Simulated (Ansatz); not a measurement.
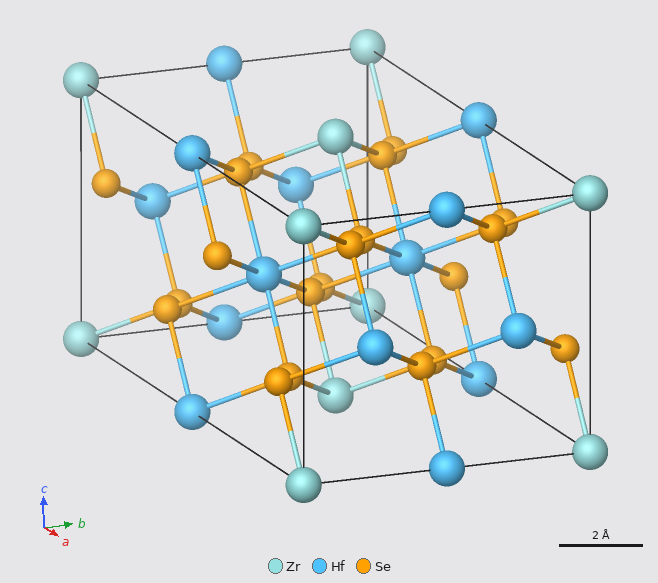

An orthographic ball-and-stick view of the structure, slightly off an axis. Atoms at the boundary of the conventional unit cell (the box) are drawn once for each face, edge or corner they touch.

Hf₃ZrSe₈, space group C2/m (No. 12), a = 14.016 Å, b = 7.559 Å, c = 6.545 Å, α = 90.00°, β = 90.05°, γ = 90.00°. Starting structure: a structure type filled with these elements by a generator (whether the compound takes this form wasn't checked). Earlier steps of the study, as a rule a relaxation of our own, may have changed the cell and positions, so they can lie some per cent off the listed ones. Ansatz was used for an electronic-structure calculation on it.

This one geometry was computed with Ansatz (DFT, plane waves, PAW) at three levels of theory: PBE, PBEsol and r2SCAN.

Which level gives the highest pressure at this volume, and what does that say about its equilibrium volume?

Answer. Highest: PBE (0.0 GPa), which points to the largest equilibrium volume. Lowest, with the smallest volume: PBEsol (-2.7 GPa). Levels within 0.5 GPa of each other can't be told apart.

How does the band gap change with the level of theory?

Answer. PBEsol: a gap of 0.43 eV, indirect; PBE: a gap of 0.50 eV, indirect; r2SCAN: a gap of 0.82 eV, indirect.

Collect the results in a table.

Answer.
| level | cutoff (eV) | k-mesh of the run's cell | gap (eV) | pressure (GPa) |
| --- | --- | --- | --- | --- |
| PBE | 420 | 6×6×6 | 0.50 | 0.0 |
| PBEsol | 420 | 6×6×6 | 0.43 | -2.7 |
| r2SCAN | 500 | 6×6×6 | 0.82 | -1.0 |

Gaps are taken on the k-mesh or band path of each run.
